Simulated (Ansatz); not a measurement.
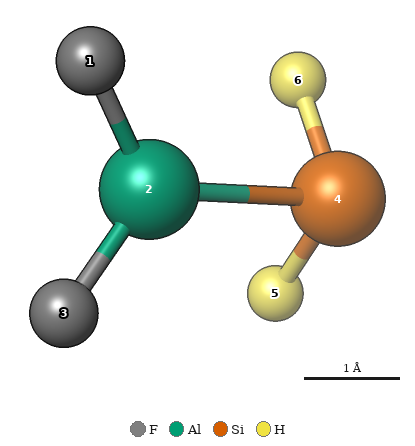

**Figure 1.** The structure as given in the input (ball-and-stick view, seen at a tilt; atoms are numbered from 1 in the order of the input). Sticks mark near contacts. Bond lengths as drawn: Al–F 1.69 Å, Al–Si 2.40 Å and H–Si 1.53 Å.

Single-point calculation, with input and output: AlSiH2F2 (charge −1)

The run: single-point calculation of AlSiH2F2, charge −1. Method and program: RKS r2SCAN-D4/def2-TZVPPD (Ansatz 0.2.0).

The geometry comes from this level: PBE0-D4/def2-TZVPD.

## Input
```yaml
crystal:
  periodic: [false, false, false]
  atoms:
    - {symbol: F, position_ang: [1.459992, -0.222468, 1.836915]}
    - {symbol: Al, position_ang: [0.637283, -0.536987, 0.395612]}
    - {symbol: F, position_ang: [0.933913, -2.163802, 0.051168]}
    - {symbol: Si, position_ang: [-0.398853, 1.076224, -1.052656]}
    - {symbol: H, position_ang: [-1.539156, 0.101796, -1.370546]}
    - {symbol: H, position_ang: [-1.093180, 1.745238, 0.139509]}
basis:
  gaussian: {orbitals: "def2-TZVPPD.json"}
total_charge: -1
hamiltonian: {xc: r2scan, dispersion: d4}
```

Launched with:
```bash
ansatz run in.yaml --threads 2 --pin off --events-out ev --progress --plain --max-ram 4352MiB
```

## Log
```
Functional definition: r2SCAN
  name "r2SCAN"
  cite "Furness, Kaplan, Ning, Perdew & Sun, J. Phys. Chem. Lett. 11, 8208 (2020) doi:10.1021/acs.jpclett.0c02405"
  cite "Furness, Kaplan, Ning, Perdew & Sun, J. Phys. Chem. Lett. 11, 9248 (2020) doi:10.1021/acs.jpclett.0c03077"
  parent r2scan
  parameter k0 = 0.174
  parameter k1 = 0.065
  parameter a1 = 4.9479
  exchange = r2scan_x(k0 = k0, k1 = k1, a1 = a1)
  correlation = r2scan_c
1118 factors; their error is unknown
mean field evaluation 1: about -19943.0390 eV, gradient 2.2e1 eV
mean field evaluation 2: about -19936.8117 eV, gradient 4.3e1 eV
mean field evaluation 4: about -19945.3288 eV, gradient 2.9e0 eV
mean field evaluation 8: about -19945.3382 eV, gradient 2.4e-1 eV
mean field evaluation 16: about -19945.3383 eV, gradient 1.7e-5 eV
mean field -19945.33827278 eV, -732.9776620887 hartree, gradient 1.8e-5 eV, S^2 0.000000; 0 other end points of the search recorded, 0 dependent functions left out
reference -19945.33829340 eV, -732.9776628466 hartree; 24, 24 occupied and 186, 186 virtual orbitals, 1118 factors
Total energy: -19945.36957226 eV, -732.9788123233 hartree
```

## Results in brief

| quantity | value |
| --- | --- |
| outcome | converged |
| total energy | −19945.3696 eV |
| mean-field energy | −19945.3383 eV |
| dispersion energy | −0.0313 eV |
| SCF solution under orbital rotations | stable |
| hardware | 2 threads of Arm Neoverse V1, 23 GiB of memory available, shared host |
| wall time | 4.9 s (CPU time 9.4 s) |
| peak memory | 0.27 GiB |
